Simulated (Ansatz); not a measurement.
## CH5ClGeOSi: geometry relaxation (part 2 of 2)

The same run, continued: CH5ClGeOSi, SMILES Cl[SiH2][GeH]1[CH2][O]1; RKS PBE0-D4/def2-TZVP (Ansatz 0.2.0). The geometry: PBE-D4/def2-SVP start.

Geometry of the input (Å):
```
Cl -1.6213  -0.4870  2.0437
Si -1.5323  0.8497  0.4425
Ge 0.1663  -0.0011  -0.9855
C  1.5048  -1.1000  -0.0837
O  1.6741  0.2586  0.1704
H  -2.8789  0.9055  -0.2235
H  -1.1676  2.2080  0.9679
H  0.5318  0.6446  -2.3486
H  1.1471  -1.7353  0.7557
H  2.2593  -1.5942  -0.7360
```

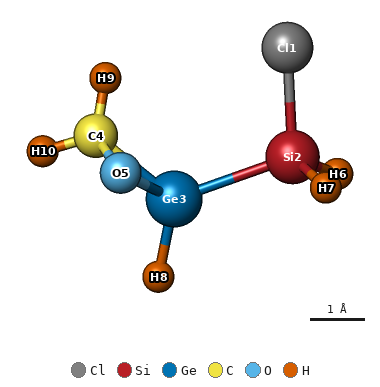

**Figure 1.** The geometry at step 10 of the log (ball-and-stick view, seen at a tilt; atoms are numbered from 1 in the order of the input).

Trajectory as extended XYZ, continued:
```
10
Properties=species:S:1:pos:R:3:forces:R:3 step=3 energy=-80068.38413
Cl   -1.6621   -0.4460    2.0445   -0.0031  -0.0318   0.0432
Si   -1.5352    0.8397    0.4519    0.0078   0.0124  -0.0753
Ge    0.1970    0.0355   -0.9398    0.1091   0.0344   0.1385
C     1.4964   -1.1069   -0.1030   -0.1077  -0.2448  -0.1134
O     1.7021    0.2404    0.1509    0.0204   0.2683   0.0226
H    -2.8479    0.8790   -0.2320   -0.0367  -0.0088  -0.0250
H    -1.1843    2.1844    0.9568   -0.0143   0.0547   0.0316
H     0.5244    0.6295   -2.3123   -0.0385   0.0032  -0.0506
H     1.1688   -1.7150    0.7385   -0.0076  -0.0483   0.0718
H     2.2239   -1.5918   -0.7526    0.0705  -0.0393  -0.0435
10
Properties=species:S:1:pos:R:3:forces:R:3 step=4 energy=-80068.39163
Cl   -1.6792   -0.4334    2.0493   -0.0176  -0.0206   0.0449
Si   -1.5459    0.8493    0.4540    0.0454  -0.0031  -0.0375
Ge    0.2133    0.0512   -0.9098    0.0054   0.0217   0.0182
C     1.5069   -1.1186   -0.1112   -0.1243  -0.2519  -0.0888
O     1.7311    0.2288    0.1481    0.0901   0.3153   0.0685
H    -2.8496    0.8773   -0.2486   -0.0191  -0.0194  -0.0293
H    -1.2149    2.2000    0.9586   -0.0164   0.0449   0.0291
H     0.5052    0.6246   -2.3004   -0.0160   0.0053  -0.0265
H     1.1930   -1.7263    0.7356   -0.0059  -0.0494   0.0684
H     2.2232   -1.6041   -0.7726    0.0585  -0.0428  -0.0470
10
Properties=species:S:1:pos:R:3:forces:R:3 step=5 energy=-80068.39998
Cl   -1.7273   -0.4021    2.0751    0.0034  -0.0037  -0.0090
Si   -1.5537    0.8633    0.4663    0.0100   0.0338   0.0373
Ge    0.2527    0.0966   -0.8596   -0.0270  -0.0244  -0.0871
C     1.5175   -1.1417   -0.1294   -0.0447  -0.0515  -0.0300
O     1.8100    0.2122    0.1229    0.0520   0.0901   0.0374
H    -2.8287    0.8435   -0.2947    0.0423  -0.0107  -0.0020
H    -1.2929    2.2304    0.9800   -0.0143  -0.0201  -0.0212
H     0.4760    0.6290   -2.2850   -0.0039  -0.0188   0.0710
H     1.2316   -1.7317    0.7417   -0.0028  -0.0058  -0.0071
H     2.1979   -1.6508   -0.8143   -0.0149   0.0111   0.0107
10
Properties=species:S:1:pos:R:3:forces:R:3 step=6 energy=-80068.40080
Cl   -1.7161   -0.4015    2.0755   -0.0033   0.0018   0.0166
Si   -1.5482    0.8679    0.4707    0.0070  -0.0193  -0.0229
Ge    0.2482    0.0929   -0.8605    0.0007   0.0151  -0.0165
C     1.5137   -1.1428   -0.1303   -0.0220   0.0237   0.0120
O     1.8038    0.2127    0.1290    0.0217  -0.0125  -0.0048
H    -2.8146    0.8336   -0.3010   -0.0050   0.0041   0.0089
H    -1.2999    2.2386    0.9768   -0.0008  -0.0072  -0.0044
H     0.4736    0.6318   -2.2797    0.0054  -0.0040   0.0153
H     1.2255   -1.7368    0.7370   -0.0015  -0.0054   0.0011
H     2.1970   -1.6476   -0.8145   -0.0023   0.0037  -0.0051
10
Properties=species:S:1:pos:R:3:forces:R:3 step=7 energy=-80068.40107
Cl   -1.7153   -0.4011    2.0785    0.0041   0.0021   0.0037
Si   -1.5478    0.8643    0.4701   -0.0005  -0.0026  -0.0085
Ge    0.2509    0.0972   -0.8616    0.0132   0.0055   0.0019
C     1.5112   -1.1417   -0.1301   -0.0035   0.0143  -0.0005
O     1.8091    0.2128    0.1262   -0.0114  -0.0119  -0.0049
H    -2.8161    0.8297   -0.2982   -0.0015  -0.0023   0.0014
H    -1.3006    2.2356    0.9737   -0.0015   0.0027   0.0022
H     0.4794    0.6356   -2.2794   -0.0001  -0.0010   0.0040
H     1.2214   -1.7330    0.7385   -0.0019  -0.0053   0.0030
H     2.1908   -1.6507   -0.8146    0.0031  -0.0016  -0.0022
10
Properties=species:S:1:pos:R:3:forces:R:3 step=8 energy=-80068.40116
Cl   -1.7105   -0.3978    2.0810    0.0056   0.0001   0.0000
Si   -1.5472    0.8641    0.4693   -0.0055  -0.0001   0.0000
Ge    0.2526    0.0995   -0.8619    0.0007   0.0030   0.0021
C     1.5094   -1.1423   -0.1308    0.0022   0.0017   0.0032
O     1.8088    0.2113    0.1282   -0.0036  -0.0055   0.0001
H    -2.8166    0.8250   -0.2971   -0.0006  -0.0026  -0.0005
H    -1.3040    2.2365    0.9717    0.0000   0.0046  -0.0013
H     0.4830    0.6380   -2.2789    0.0006   0.0034  -0.0022
H     1.2178   -1.7348    0.7366   -0.0007  -0.0025  -0.0005
H     2.1898   -1.6508   -0.8150    0.0012  -0.0020  -0.0008
10
Properties=species:S:1:pos:R:3:forces:R:3 step=9 energy=-80068.40143
Cl   -1.6845   -0.3864    2.0902    0.0029   0.0057  -0.0122
Si   -1.5466    0.8643    0.4665   -0.0068   0.0003   0.0194
Ge    0.2584    0.1090   -0.8619   -0.0194  -0.0056   0.0082
C     1.5016   -1.1462   -0.1328    0.0209  -0.0194   0.0079
O     1.8084    0.2040    0.1373    0.0009   0.0028   0.0077
H    -2.8194    0.8033   -0.2933    0.0036  -0.0032   0.0012
H    -1.3186    2.2434    0.9580   -0.0025   0.0040  -0.0050
H     0.4968    0.6538   -2.2738    0.0056   0.0106  -0.0184
H     1.2030   -1.7433    0.7295    0.0002   0.0077  -0.0124
H     2.1839   -1.6532   -0.8165   -0.0055  -0.0028   0.0036
10
Properties=species:S:1:pos:R:3:forces:R:3 step=10 energy=-80068.40168
Cl   -1.6511   -0.3665    2.1053    0.0058   0.0131  -0.0243
Si   -1.5450    0.8651    0.4639   -0.0247  -0.0019   0.0307
Ge    0.2643    0.1185   -0.8631   -0.0205  -0.0084   0.0175
C     1.4927   -1.1526   -0.1365    0.0271  -0.0191   0.0155
O     1.8043    0.1929    0.1529   -0.0003  -0.0060   0.0037
H    -2.8226    0.7714   -0.2852    0.0120  -0.0002   0.0026
H    -1.3397    2.2553    0.9357    0.0001  -0.0047  -0.0090
H     0.5177    0.6779   -2.2664    0.0067   0.0126  -0.0199
H     1.1827   -1.7590    0.7157    0.0027   0.0181  -0.0206
H     2.1798   -1.6544   -0.8193   -0.0090  -0.0036   0.0038
10
Properties=species:S:1:pos:R:3:forces:R:3 step=11 energy=-80068.40183
Cl   -1.6303   -0.3550    2.1137   -0.0012   0.0176  -0.0256
Si   -1.5462    0.8656    0.4630   -0.0148  -0.0006   0.0235
Ge    0.2666    0.1232   -0.8622   -0.0095  -0.0053   0.0084
C     1.4886   -1.1566   -0.1384    0.0185  -0.0094   0.0097
O     1.8025    0.1860    0.1618   -0.0059  -0.0100   0.0012
H    -2.8254    0.7539   -0.2816    0.0164  -0.0009   0.0103
H    -1.3517    2.2624    0.9210   -0.0038  -0.0122  -0.0067
H     0.5296    0.6934   -2.2603    0.0036   0.0057  -0.0067
H     1.1723   -1.7681    0.7077    0.0039   0.0180  -0.0175
H     2.1770   -1.6559   -0.8217   -0.0072  -0.0030   0.0035
10
Properties=species:S:1:pos:R:3:forces:R:3 step=12 energy=-80068.40192
Cl   -1.6246   -0.3446    2.1203    0.0024   0.0108  -0.0125
Si   -1.5465    0.8669    0.4636   -0.0175  -0.0012   0.0098
Ge    0.2679    0.1245   -0.8603    0.0063   0.0010   0.0000
C     1.4885   -1.1601   -0.1407    0.0034   0.0086   0.0024
O     1.8030    0.1806    0.1661   -0.0074  -0.0139  -0.0029
H    -2.8255    0.7420   -0.2791    0.0148   0.0027   0.0060
H    -1.3615    2.2682    0.9119    0.0001  -0.0136  -0.0054
H     0.5360    0.7035   -2.2551   -0.0012  -0.0029   0.0086
H     1.1694   -1.7746    0.7017    0.0024   0.0093  -0.0073
H     2.1764   -1.6577   -0.8255   -0.0031  -0.0009   0.0013
10
Properties=species:S:1:pos:R:3:forces:R:3 step=13 energy=-80068.40196
Cl   -1.6239   -0.3388    2.1247   -0.0008   0.0026  -0.0046
Si   -1.5481    0.8661    0.4642   -0.0006   0.0063  -0.0017
Ge    0.2682    0.1250   -0.8581    0.0060  -0.0017  -0.0024
C     1.4891   -1.1614   -0.1420   -0.0040   0.0088  -0.0021
O     1.8034    0.1783    0.1682   -0.0036  -0.0069  -0.0017
H    -2.8253    0.7382   -0.2800    0.0059  -0.0003   0.0060
H    -1.3635    2.2689    0.9067   -0.0031  -0.0074  -0.0011
H     0.5373    0.7076   -2.2512   -0.0017  -0.0029   0.0071
H     1.1696   -1.7774    0.6987    0.0015   0.0014  -0.0003
H     2.1763   -1.6578   -0.8283    0.0004   0.0000   0.0008
10
Properties=species:S:1:pos:R:3:forces:R:3 step=14 energy=-80068.40196
Cl   -1.6224   -0.3383    2.1233   -0.0021  -0.0024   0.0053
Si   -1.5481    0.8672    0.4636    0.0015   0.0001   0.0000
Ge    0.2685    0.1249   -0.8573    0.0003   0.0022  -0.0034
C     1.4892   -1.1618   -0.1422   -0.0029   0.0040   0.0011
O     1.8039    0.1775    0.1684   -0.0001  -0.0010  -0.0006
H    -2.8254    0.7379   -0.2795    0.0013   0.0000  -0.0002
H    -1.3657    2.2697    0.9069    0.0004  -0.0009  -0.0016
H     0.5371    0.7077   -2.2500    0.0014  -0.0004  -0.0008
H     1.1700   -1.7778    0.6986    0.0001  -0.0012   0.0005
H     2.1761   -1.6583   -0.8287    0.0002  -0.0002  -0.0004
10
Properties=species:S:1:pos:R:3:forces:R:3 step=15 energy=-80068.40196
Cl   -1.6229   -0.3381    2.1244    0.0002  -0.0001  -0.0001
Si   -1.5478    0.8667    0.4640    0.0012   0.0011  -0.0002
Ge    0.2690    0.1260   -0.8577   -0.0017  -0.0008   0.0033
C     1.4883   -1.1616   -0.1420    0.0049   0.0003  -0.0080
O     1.8043    0.1775    0.1683   -0.0005   0.0011  -0.0015
H    -2.8247    0.7367   -0.2796    0.0001  -0.0004  -0.0002
H    -1.3660    2.2694    0.9065   -0.0001   0.0002   0.0002
H     0.5385    0.7081   -2.2505   -0.0004  -0.0008   0.0010
H     1.1703   -1.7775    0.6992   -0.0049  -0.0018   0.0017
H     2.1741   -1.6584   -0.8295    0.0012   0.0011   0.0038
10
Properties=species:S:1:pos:R:3:forces:R:3 step=16 energy=-80068.40197
Cl   -1.6229   -0.3377    2.1246   -0.0001  -0.0003   0.0003
Si   -1.5478    0.8668    0.4640   -0.0001   0.0004  -0.0002
Ge    0.2687    0.1255   -0.8577    0.0001   0.0000  -0.0002
C     1.4887   -1.1617   -0.1423    0.0001   0.0015  -0.0011
O     1.8037    0.1775    0.1687    0.0001  -0.0007  -0.0008
H    -2.8248    0.7369   -0.2795    0.0005   0.0000   0.0004
H    -1.3656    2.2695    0.9064    0.0001  -0.0007  -0.0005
H     0.5380    0.7079   -2.2504    0.0000   0.0002   0.0006
H     1.1695   -1.7780    0.6982   -0.0006  -0.0004   0.0007
H     2.1757   -1.6580   -0.8289    0.0000   0.0000   0.0008
```

Results in brief:

```tsv
quantity	value
outcome	converged
total energy	−80068.4020 eV
mean-field energy	−80068.1762 eV
dispersion energy	−0.2258 eV
SCF solution under orbital rotations	stable
largest force (length of the vector) at the end	0.002 eV/Å
dipole moment	2.42 D
hardware	4 threads of Arm Neoverse V2, 23 GiB of memory available, shared host
wall time	65 s (CPU time 4.1 min)
peak memory	0.71 GiB
```
